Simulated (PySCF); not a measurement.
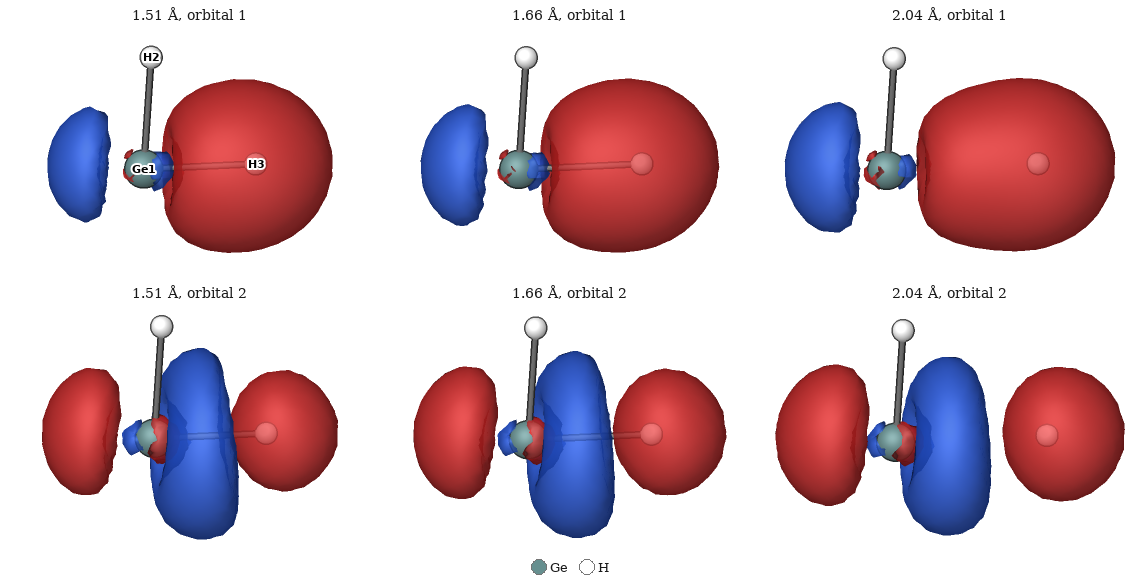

GeH₂, SMILES `[GeH2]`. Rigid stretch of the Ge1–H3 bond. The two CASSCF(2,2) natural orbitals nearest half filling (orbital 1 the more occupied).

Level of theory: def2-SVP basis (PySCF), at a geometry from GFN2-xTB. No frequency check shows the geometry to be a minimum. GFN2-xTB bond lengths at metals and heavier atoms can be off by up to 0.1 Å and shapes distorted, which carries into these values.

How do the occupations change along the stretch?

1.51 Å: 1.98 and 0.02; 1.66 Å: 1.97 and 0.03; 2.04 Å: 1.93 and 0.07. At the longest distance computed (4.23 Å) they are 1.16 and 0.84, and the effective number of unpaired electrons is 1.9.

UHF already breaks spin symmetry near equilibrium here (⟨S²⟩ = 0.16 at 1.66 Å), for reasons apart from this bond.

How much energy does the stretch cost?

By CASSCF, 2.7 eV from the lowest point of the scan (1.66 Å) to 4.23 Å; RHF gives 5.5 eV from its own lowest point. The fragments aren't relaxed and dynamic correlation is missing, so this isn't a bond dissociation energy.
